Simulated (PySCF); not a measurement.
## What a change does: NMR shielding calculation on C₄H₈OSi

System: C₄H₈OSi.
Method of run 1: GIAO PBE0/6-31G* NMR shielding, non-relativistic, gas phase (PySCF 2.14.0).

The geometry comes from this level: PBE0-D3(BJ)/def2-SVP. Text and figures count atoms from 1; the logs count them from 0 in places.

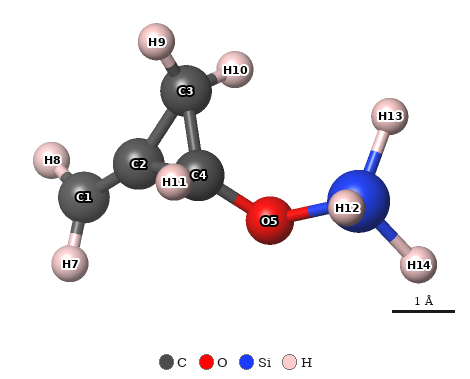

Fig. 1: The input geometry (ball-and-stick view, seen at a tilt; atoms are numbered from 1 in the order of the input).

**Input, run 1**
```
{"job": {"kind": "nmr", "xc": "PBE0", "basis": "6-31G*", "pop": true}, "charge": 0, "multiplicity": 1}
C      2.244691     0.746325     0.141831
C      1.148255     0.066503     0.432984
C      0.453980    -1.224458     0.514247
C     -0.258540     0.092298     0.820554
O     -1.195203     0.605484    -0.063763
Si    -2.773890     0.056077    -0.097227
H      2.256922     1.839063     0.186419
H      3.166074     0.238819    -0.158973
H      0.659208    -1.914959     1.340736
H      0.202150    -1.712637    -0.434749
H     -0.483903     0.282939     1.881340
H     -3.411649     0.215321     1.247231
H     -2.831576    -1.387708    -0.482784
H     -3.479523     0.888190    -1.106986
```

The first line tells a small driver script what to run in PySCF; the rest is the geometry in Å.

Launched with:
```bash
OMP_NUM_THREADS=1 python <driver script> task.json out
```

Hardware: 1 CPU thread, shared host.

**Output (run 1)**
```
coarse grid: 12016 points
cycle   1  E = -521.4522706240  dE =  7.676e-01  |g| = 6.359e-01  |ddm| = 3.418e+00
cycle   2  E = -521.3436064557  dE =  1.087e-01  |g| = 9.838e-01  |ddm| = 1.474e+00
cycle   3  E = -521.5344939048  dE = -1.909e-01  |g| = 9.906e-02  |ddm| = 9.893e-01
cycle   4  E = -521.5364611278  dE = -1.967e-03  |g| = 3.477e-02  |ddm| = 1.299e-01
cycle   5  E = -521.5367675940  dE = -3.065e-04  |g| = 6.674e-03  |ddm| = 4.275e-02
cycle   6  E = -521.5367773314  dE = -9.737e-06  |g| = 2.509e-03  |ddm| = 9.707e-03
final grid: 110944 points
cycle   7  E = -521.4766131530  dE = -1.508e-05  |g| = 7.181e-03  |ddm| = 1.979e-02
cycle   8  E = -521.4766012854  dE =  1.187e-05  |g| = 1.054e-02  |ddm| = 1.506e-02
cycle   9  E = -521.4766246061  dE = -2.332e-05  |g| = 1.060e-03  |ddm| = 9.349e-03
cycle  10  E = -521.4766248866  dE = -2.804e-07  |g| = 1.175e-04  |ddm| = 1.184e-03
cycle  11  E = -521.4766248879  dE = -1.310e-09  |g| = 9.414e-05  |ddm| = 1.976e-04
cycle  12  E = -521.4766248900  dE = -2.110e-09  |g| = 1.900e-05  |ddm| = 9.030e-05
cycle  13  E = -521.4766248901  dE = -9.447e-11  |g| = 3.185e-06  |ddm| = 2.166e-05
converged SCF energy = -521.4766248901

GIAO shielding tensors (ppm)
atom      isotropic    diamagn.    paramagn.     s11        s22        s33       span
  0 C       87.476     263.244    -175.768     -6.609     91.628    177.410    184.020
  1 C       64.950     251.908    -186.958    -20.291     18.515    196.627    216.918
  2 C      180.220     258.114     -77.894    152.549    171.003    217.109     64.559
  3 C      145.874     246.499    -100.625    106.009    123.174    208.440    102.431
  4 O      310.277     391.120     -80.843    261.694    325.974    343.163     81.469
  5 Si     422.771     880.654    -457.882    382.141    388.285    497.887    115.747
  6 H       26.057      31.635      -5.578     23.680     24.552     29.939      6.259
  7 H       26.324      30.151      -3.827     24.067     24.862     30.042      5.975
  8 H       30.738      30.040       0.698     26.348     26.857     39.010     12.662
  9 H       30.782      31.799      -1.017     26.974     28.195     37.177     10.203
 10 H       28.270      29.358      -1.088     23.089     27.311     34.410     11.320
 11 H       26.806      28.315      -1.509     23.835     25.001     31.582      7.747
 12 H       26.856      29.201      -2.344     23.219     25.899     31.451      8.232
 13 H       26.966      28.796      -1.830     23.662     25.112     32.124      8.462
```

For run 2 the input was changed thus:
```diff
-"basis": "6-31G*"
+"basis": "aug-cc-pVDZ"
```

What does this change do to the results?

The total energy of run 2 is 29.9 kcal/mol lower, which measures the change of basis and not a stability. The HOMO goes from −7.33 to −7.56 eV. The LUMO goes from 0.05 to −0.52 eV. The dipole moment goes from 1.07 to 1.01 D. Of all shieldings, the largest change is that of Si6, by +23.3 ppm. Diffuse functions give room to the loosely bound empty orbitals, which lowers the LUMO. The SCF takes 14 iterations against 13. The basis functions go from 104 to 214.

**Output (run 2)**
```
coarse grid: 12016 points
cycle   1  E = -521.4328437810  dE =  7.975e-01  |g| = 6.254e-01  |ddm| = 1.058e+01
cycle   2  E = -521.3057972775  dE =  1.270e-01  |g| = 1.021e+00  |ddm| = 2.881e+00
cycle   3  E = -521.5109832355  dE = -2.052e-01  |g| = 1.029e-01  |ddm| = 1.575e+00
cycle   4  E = -521.5130559262  dE = -2.073e-03  |g| = 3.965e-02  |ddm| = 3.125e-01
cycle   5  E = -521.5134547546  dE = -3.988e-04  |g| = 7.975e-03  |ddm| = 1.181e-01
cycle   6  E = -521.5134684220  dE = -1.367e-05  |g| = 3.412e-03  |ddm| = 2.677e-02
cycle   7  E = -521.5134712273  dE = -2.805e-06  |g| = 9.628e-04  |ddm| = 7.618e-03
final grid: 110944 points
cycle   8  E = -521.5242074232  dE = -1.866e-05  |g| = 8.464e-03  |ddm| = 2.130e-01
cycle   9  E = -521.5241892511  dE =  1.817e-05  |g| = 1.266e-02  |ddm| = 4.824e-02
cycle  10  E = -521.5242234361  dE = -3.418e-05  |g| = 1.508e-03  |ddm| = 2.329e-02
cycle  11  E = -521.5242239985  dE = -5.624e-07  |g| = 1.235e-04  |ddm| = 3.938e-03
cycle  12  E = -521.5242240002  dE = -1.677e-09  |g| = 1.074e-04  |ddm| = 5.454e-04
cycle  13  E = -521.5242240030  dE = -2.795e-09  |g| = 2.392e-05  |ddm| = 2.411e-04
cycle  14  E = -521.5242240031  dE = -1.342e-10  |g| = 5.921e-06  |ddm| = 6.670e-05
converged SCF energy = -521.5242240031

GIAO shielding tensors (ppm)
atom      isotropic    diamagn.    paramagn.     s11        s22        s33       span
  0 C       87.097     244.932    -157.836    -11.438     92.347    180.381    191.819
  1 C       58.586     209.009    -150.423    -29.370      7.574    197.554    226.924
  2 C      181.090     238.920     -57.830    153.872    172.240    217.156     63.284
  3 C      145.859     232.718     -86.859    104.287    123.076    210.213    105.926
  4 O      309.600     383.931     -74.331    266.055    314.260    348.486     82.432
  5 Si     446.043     888.058    -442.015    400.427    407.305    530.397    129.971
  6 H       25.285      36.674     -11.389     22.787     23.927     29.139      6.352
  7 H       25.561      35.255      -9.695     23.268     24.207     29.207      5.939
  8 H       29.990      33.043      -3.053     25.589     25.913     38.470     12.881
  9 H       30.148      33.483      -3.335     26.416     27.365     36.661     10.245
 10 H       27.576      32.535      -4.959     22.404     26.550     33.773     11.370
 11 H       26.299      26.204       0.096     23.230     24.459     31.208      7.978
 12 H       26.359      27.297      -0.939     22.773     25.310     30.993      8.220
 13 H       26.465      27.207      -0.742     23.053     24.672     31.670      8.618
```

**The two runs side by side**

| quantity | run 1 | run 2 |
| --- | --- | --- |
| outcome | converged | converged |
| total energy (hartree) | −521.476625 | −521.524224 |
| HOMO (eV) | −7.33 | −7.56 |
| LUMO (eV) | 0.05 | −0.52 |
| dipole moment (D) | 1.07 | 1.01 |
| shielding of C2 (ppm) | 65.0 | 58.6 |
| shielding of C3 (ppm) | 180.2 | 181.1 |
| shielding of Si6 (ppm) | 422.8 | 446.0 |
| shielding of H7 (ppm) | 26.1 | 25.3 |
| shielding of H8 (ppm) | 26.3 | 25.6 |
| shielding of H9 (ppm) | 30.7 | 30.0 |
| shielding of H11 (ppm) | 28.3 | 27.6 |
| SCF iterations | 13 | 14 |
| basis functions | 104 | 214 |
| wall time (shared host) | 18 s | 52 s |
